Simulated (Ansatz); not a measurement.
# CH6NSi+ (SMILES N[CH+][SiH3]): energies and forces away from the minimum, part 3 of 3

Ansatz 0.2.0, Gaussian basis. The steps go on from the part before.

**6. Structure 3, width 0.06 Å**

The input, pbe-tzvpp/in.yaml:

```yaml
crystal:
  periodic: [false, false, false]
  atoms:
    - {symbol: N, position_ang: [-0.811366, 0.814644, -1.022990]}
    - {symbol: C, position_ang: [-0.009168, 0.643548, -0.119736]}
    - {symbol: Si, position_ang: [0.539655, -0.935222, 0.830499]}
    - {symbol: H, position_ang: [-1.125301, 0.120380, -1.447231]}
    - {symbol: H, position_ang: [-0.990528, 1.671353, -1.482911]}
    - {symbol: H, position_ang: [0.396468, 1.671328, 0.221028]}
    - {symbol: H, position_ang: [1.967653, -0.912040, 0.592660]}
    - {symbol: H, position_ang: [-0.082870, -2.090113, -0.032796]}
    - {symbol: H, position_ang: [0.118718, -0.721512, 2.220502]}
basis:
  gaussian: {orbitals: def2-TZVPP}
total_charge: 1
hamiltonian: {xc: pbe, dispersion: d4}
output: {forces: true}
```

r2scan-tzvpp/in.yaml, as changes to pbe-tzvpp/in.yaml:

```diff
-hamiltonian: {xc: pbe, dispersion: d4}
+hamiltonian: {xc: r2scan, dispersion: d4}
```

pbe0-tzvpp/in.yaml:

```diff
-hamiltonian: {xc: pbe, dispersion: d4}
-output: {forces: true}
+hamiltonian: {xc: pbe0, dispersion: d4}
+output: {forces: true, orbitals: {seedname: orbitals}}
```

wb97mv-tzvpp/in.yaml:

```diff
-hamiltonian: {xc: pbe, dispersion: d4}
+hamiltonian: {xc: {name: wB97M-V}}
```

ccsdt-tzvpp/in.yaml:

```diff
-hamiltonian: {xc: pbe, dispersion: d4}
+correlation: {method: ccsd_t}
```

One command serves all of them, each in its own folder.

Command:

```bash
ansatz run in.yaml --threads 2 --pin off --events-out ev --progress --plain --max-ram 4352MiB
```

Log of pbe-tzvpp, shortened:

```text
Functional definition: PBE
  name "PBE"
  cite "Perdew, Burke & Ernzerhof, Phys. Rev. Lett. 77, 3865 (1996) doi:10.1103/PhysRevLett.77.3865"
  parent pbe
[...]
977 factors; their error is unknown
[...]
mean field -10487.33673795 eV, -385.4025165475 hartree, gradient 4.2e-5 eV, S^2 0.000000; 0 other end points of the search recorded, 0 dependent functions left out
[...]
Atom 5 at     0.396468     1.671328     0.221028 Å, force    -0.157443    -1.509051    -0.006673 eV/Å
Atom 6 at     1.967653    -0.912040     0.592660 Å, force     0.791533     0.089964     0.063363 eV/Å
Atom 7 at    -0.082870    -2.090113    -0.032796 Å, force     0.282965     0.804402     0.907737 eV/Å
Atom 8 at     0.118718    -0.721512     2.220502 Å, force    -0.172817     0.020165     0.257332 eV/Å
Dipole moment:    -0.313713     0.511034    -0.449089 e Å
```

Output in r2scan-tzvpp, shortened:

```text
[... 5 set-up lines as earlier in the session ...]
[...]
977 factors; their error is unknown
[...]
Atom 5 at     0.396468     1.671328     0.221028 Å, force    -0.233780    -1.720345    -0.069949 eV/Å
Atom 6 at     1.967653    -0.912040     0.592660 Å, force     0.596307     0.088565     0.108066 eV/Å
Atom 7 at    -0.082870    -2.090113    -0.032796 Å, force     0.351745     0.952425     1.034310 eV/Å
Atom 8 at     0.118718    -0.721512     2.220502 Å, force    -0.120885    -0.014509     0.062245 eV/Å
Dipole moment:    -0.314300     0.520426    -0.449755 e Å
```

Log of pbe0-tzvpp, shortened:

```text
[... 5 set-up lines as earlier in the session ...]
[...]
980 factors; their error is unknown
[...]
mean field -10488.47294286 eV, -385.4442713077 hartree, gradient 1.8e-5 eV, S^2 0.000000; 0 other end points of the search recorded, 0 dependent functions left out
[...]
Atom 5 at     0.396468     1.671328     0.221028 Å, force    -0.249837    -1.761643    -0.091314 eV/Å
Atom 6 at     1.967653    -0.912040     0.592660 Å, force     0.620344     0.086593     0.095118 eV/Å
Atom 7 at    -0.082870    -2.090113    -0.032796 Å, force     0.343324     0.946774     1.020280 eV/Å
Atom 8 at     0.118718    -0.721512     2.220502 Å, force    -0.139220    -0.011643     0.079027 eV/Å
Dipole moment:    -0.313750     0.524967    -0.450648 e Å
```

wb97mv-tzvpp printed, shortened:

```text
[... 5 set-up lines as earlier in the session ...]
  # Of w^i u^j: cxij and so on, Table III.
[...]
  gx(w, u) = 1 - cx + cx01*u + cx10*w
[...]
Atom 5 at     0.396468     1.671328     0.221028 Å, force    -0.278308    -1.796027    -0.124151 eV/Å
Atom 6 at     1.967653    -0.912040     0.592660 Å, force     0.408083     0.080228     0.126211 eV/Å
Atom 7 at    -0.082870    -2.090113    -0.032796 Å, force     0.400291     1.089152     1.103247 eV/Å
Atom 8 at     0.118718    -0.721512     2.220502 Å, force    -0.088640    -0.044474    -0.130040 eV/Å
Dipole moment:    -0.317461     0.531788    -0.452590 e Å
```

Output in ccsdt-tzvpp, shortened:

```text
[... 4 set-up lines as earlier in the session ...]
[...]
1075 factors; integrals over basis functions are off by at most 8.8e-4 eV
[...]
mean field -10462.96207776 eV, -384.5067643072 hartree, gradient 1.7e-6 eV, S^2 0.000000; 0 other end points of the search recorded, 0 dependent functions left out
[...]
Atom 5 at     0.396468     1.671328     0.221028 Å, force    -0.268030    -1.764133    -0.110078 eV/Å
Atom 6 at     1.967653    -0.912040     0.592660 Å, force     0.501037     0.065464     0.126085 eV/Å
Atom 7 at    -0.082870    -2.090113    -0.032796 Å, force     0.367646     1.019371     1.070154 eV/Å
Atom 8 at     0.118718    -0.721512     2.220502 Å, force    -0.111965    -0.051701    -0.038772 eV/Å
Dipole moment:    -0.335169     0.539429    -0.472365 e Å
```

They took 1.8 s (pbe-tzvpp), 3.4 s (r2scan-tzvpp), 2.7 s (pbe0-tzvpp), 8 s (wb97mv-tzvpp), 2.7 min (ccsdt-tzvpp) on 2 threads of Arm Neoverse V2, shared host; peak memory 3.6 GiB.

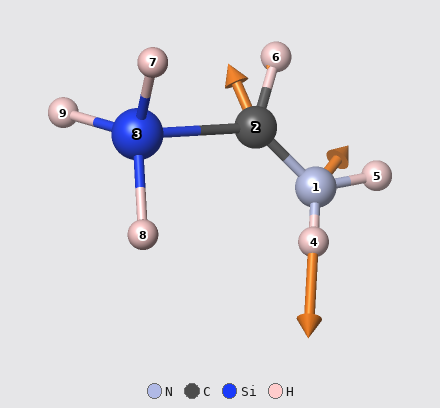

Forces at CCSD(T); the longest arrow is 10.29 eV/Å.

```
   method  RMS force component (eV/Å)  RMS error against CCSD(T) (eV/Å)  angle to CCSD(T) forces (°)
   PBE-D4                       2.780                             0.207                          4.2
r2SCAN-D4                       2.707                             0.143                          2.9
  PBE0-D4                       2.699                             0.200                          4.1
  wB97M-V                       2.697                             0.156                          3.1
  CCSD(T)                       2.746                         reference                    reference
```

**7. Structure 4, width 0.06 Å**

The input, pbe-tzvpp/in.yaml:

```yaml
crystal:
  periodic: [false, false, false]
  atoms:
    - {symbol: N, position_ang: [-0.748753, 0.756894, -0.953475]}
    - {symbol: C, position_ang: [0.056787, 0.760237, -0.056034]}
    - {symbol: Si, position_ang: [0.525723, -1.024432, 0.785709]}
    - {symbol: H, position_ang: [-1.220317, -0.086598, -1.479807]}
    - {symbol: H, position_ang: [-1.078795, 1.714042, -1.353597]}
    - {symbol: H, position_ang: [0.415158, 1.650248, 0.274788]}
    - {symbol: H, position_ang: [2.061926, -1.009735, 0.607125]}
    - {symbol: H, position_ang: [-0.074533, -2.093500, 0.033561]}
    - {symbol: H, position_ang: [0.112939, -0.804729, 2.277664]}
basis:
  gaussian: {orbitals: def2-TZVPP}
total_charge: 1
hamiltonian: {xc: pbe, dispersion: d4}
output: {forces: true}
```

r2scan-tzvpp/in.yaml differs from pbe-tzvpp/in.yaml so:

```diff
-hamiltonian: {xc: pbe, dispersion: d4}
+hamiltonian: {xc: r2scan, dispersion: d4}
```

pbe0-tzvpp/in.yaml:

```diff
-hamiltonian: {xc: pbe, dispersion: d4}
-output: {forces: true}
+hamiltonian: {xc: pbe0, dispersion: d4}
+output: {forces: true, orbitals: {seedname: orbitals}}
```

wb97mv-tzvpp/in.yaml:

```diff
-hamiltonian: {xc: pbe, dispersion: d4}
+hamiltonian: {xc: {name: wB97M-V}}
```

ccsdt-tzvpp/in.yaml:

```diff
-hamiltonian: {xc: pbe, dispersion: d4}
+correlation: {method: ccsd_t}
```

Each run has its own folder and the same command.

Command:

```bash
ansatz run in.yaml --threads 2 --pin off --events-out ev --progress --plain --max-ram 4352MiB
```

pbe-tzvpp printed, shortened:

```text
[... 4 set-up lines as earlier in the session ...]
[...]
977 factors; their error is unknown
[...]
mean field -10487.66597756 eV, -385.4146158800 hartree, gradient 4.9e-5 eV, S^2 0.000000; 0 other end points of the search recorded, 0 dependent functions left out
[...]
Atom 5 at     0.415158     1.650248     0.274788 Å, force     1.182711     2.866002     1.173149 eV/Å
Atom 6 at     2.061926    -1.009735     0.607125 Å, force    -0.879136    -0.093920     0.190844 eV/Å
Atom 7 at    -0.074533    -2.093500     0.033561 Å, force    -0.672198    -0.508911    -0.507197 eV/Å
Atom 8 at     0.112939    -0.804729     2.277664 Å, force     0.185570    -0.275645    -1.125957 eV/Å
Dipole moment:    -0.435476     0.484628    -0.516925 e Å
```

Log of r2scan-tzvpp, shortened:

```text
[... 5 set-up lines as earlier in the session ...]
[...]
977 factors; their error is unknown
[...]
Atom 5 at     0.415158     1.650248     0.274788 Å, force     1.079212     2.671104     1.075743 eV/Å
Atom 6 at     2.061926    -1.009735     0.607125 Å, force    -1.085427    -0.104627     0.219385 eV/Å
Atom 7 at    -0.074533    -2.093500     0.033561 Å, force    -0.604407    -0.352076    -0.401690 eV/Å
Atom 8 at     0.112939    -0.804729     2.277664 Å, force     0.232009    -0.315392    -1.329152 eV/Å
Dipole moment:    -0.440712     0.492555    -0.522227 e Å
```

pbe0-tzvpp printed, shortened:

```text
[... 5 set-up lines as earlier in the session ...]
[...]
980 factors; their error is unknown
[...]
mean field -10488.69377498 eV, -385.4523867387 hartree, gradient 6.0e-5 eV, S^2 0.000000; 0 other end points of the search recorded, 0 dependent functions left out
[...]
Atom 5 at     0.415158     1.650248     0.274788 Å, force     1.089410     2.693767     1.079218 eV/Å
Atom 6 at     2.061926    -1.009735     0.607125 Å, force    -1.075261    -0.105027     0.209018 eV/Å
Atom 7 at    -0.074533    -2.093500     0.033561 Å, force    -0.622553    -0.376958    -0.425571 eV/Å
Atom 8 at     0.112939    -0.804729     2.277664 Å, force     0.220378    -0.314945    -1.325133 eV/Å
Dipole moment:    -0.442753     0.495247    -0.525319 e Å
```

Log of wb97mv-tzvpp, shortened:

```text
[... 5 set-up lines as earlier in the session ...]
  # Of w^i u^j: cxij and so on, Table III.
[...]
  gx(w, u) = 1 - cx + cx01*u + cx10*w
[...]
Atom 5 at     0.415158     1.650248     0.274788 Å, force     1.031198     2.625765     1.016420 eV/Å
Atom 6 at     2.061926    -1.009735     0.607125 Å, force    -1.271708    -0.105279     0.224408 eV/Å
Atom 7 at    -0.074533    -2.093500     0.033561 Å, force    -0.548252    -0.216033    -0.330138 eV/Å
Atom 8 at     0.112939    -0.804729     2.277664 Å, force     0.263050    -0.342538    -1.518649 eV/Å
Dipole moment:    -0.449461     0.497152    -0.532197 e Å
```

Log of ccsdt-tzvpp, shortened:

```text
[... 4 set-up lines as earlier in the session ...]
[...]
1081 factors; integrals over basis functions are off by at most 9.8e-4 eV
[...]
mean field -10463.00654219 eV, -384.5083983450 hartree, gradient 1.8e-6 eV, S^2 0.000000; 0 other end points of the search recorded, 0 dependent functions left out
[...]
Atom 5 at     0.415158     1.650248     0.274788 Å, force     1.035946     2.670011     1.023050 eV/Å
Atom 6 at     2.061926    -1.009735     0.607125 Å, force    -1.184884    -0.122799     0.220632 eV/Å
Atom 7 at    -0.074533    -2.093500     0.033561 Å, force    -0.590599    -0.291236    -0.372869 eV/Å
Atom 8 at     0.112939    -0.804729     2.277664 Å, force     0.236969    -0.350259    -1.431157 eV/Å
Dipole moment:    -0.462953     0.507606    -0.548706 e Å
```

Times: 1.9 s (pbe-tzvpp), 3.5 s (r2scan-tzvpp), 2.7 s (pbe0-tzvpp), 8 s (wb97mv-tzvpp), 2.7 min (ccsdt-tzvpp) on 2 threads of Arm Neoverse V2, shared host; peak memory 3.6 GiB.

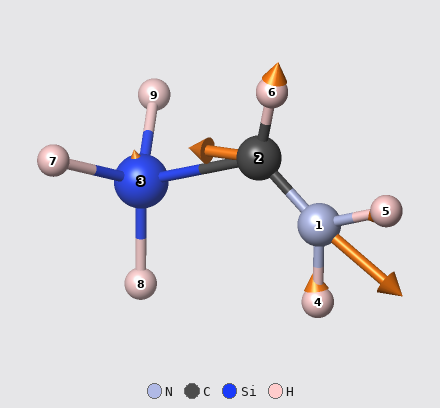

Forces at CCSD(T); the longest arrow is 9.82 eV/Å.

```csv
method,RMS force component (eV/Å),RMS error against CCSD(T) (eV/Å),angle to CCSD(T) forces (°)
PBE-D4,2.474,0.234,4.0
r2SCAN-D4,2.470,0.205,3.0
PBE0-D4,2.452,0.248,4.0
wB97M-V,2.488,0.184,2.8
CCSD(T),2.625,reference,reference
```

**8. All structures together**

Energy above the minimum (kJ/mol):

```csv
structure,width (Å),PBE-D4,r2SCAN-D4,PBE0-D4,wB97M-V,Hartree-Fock,MP2,CCSD,CCSD(T)
1,0.04,9.3,12.3,13.2,12.0,18.8,11.4,12.2,10.8
2,0.04,9.4,9.7,10.5,10.5,11.7,9.8,9.9,9.2
3,0.06,111.7,106.5,104.5,105.6,95.5,108.6,106.2,109.1
4,0.06,80.0,84.4,83.3,85.6,91.2,88.7,87.9,88.4
```

Miss and cost, level by level (times from a shared host):

| method | mean energy error from CCSD(T) (kJ/mol) | mean time a point |
| --- | --- | --- |
| PBE-D4 | 3.2 | 1.9 s |
| r2SCAN-D4 | 2.2 | 3.4 s |
| PBE0-D4 | 3.4 | 2.7 s |
| wB97M-V | 2.2 | 8 s |
| Hartree-Fock | 6.7 | part of the CCSD(T) run |
| MP2 | 0.5 | part of the CCSD(T) run |
| CCSD | 1.4 | part of the CCSD(T) run |
| CCSD(T) | 0 | 2.7 min |

For cost: r2SCAN-D4 comes within 2.2 kJ/mol at 3.4 s a point, where CCSD(T) needs 2.7 min.

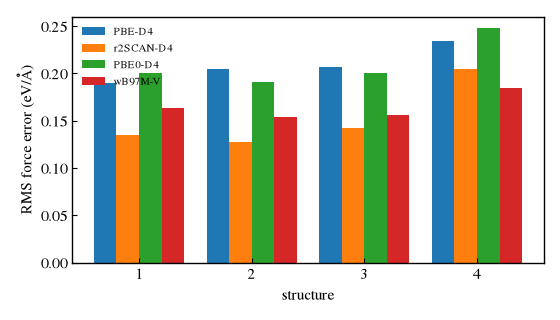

Force errors against CCSD(T).

**9. Results**

The summary covers parts 1 to 3.

```
                         quantity                                                                                            value
energy above the minimum, CCSD(T)                                                                    10.8, 9.2, 109.1, 88.4 kJ/mol
                mean energy error  PBE-D4 3.2, r2SCAN-D4 2.2, PBE0-D4 3.4, wB97M-V 2.2, Hartree-Fock 6.7, MP2 0.5, CCSD 1.4 kJ/mol
             mean RMS force error                                 PBE-D4 0.209, r2SCAN-D4 0.152, PBE0-D4 0.210, wB97M-V 0.165 eV/Å
            largest T1 diagnostic                                                                                            0.016
```

In words: MP2 gives the best energies and Hartree-Fock the worst. For forces r2SCAN-D4 is best, off by 9 % of the typical force, and PBE0-D4 worst (13 %); with few structures and a triple-zeta reference, gaps of a few points rank nothing.
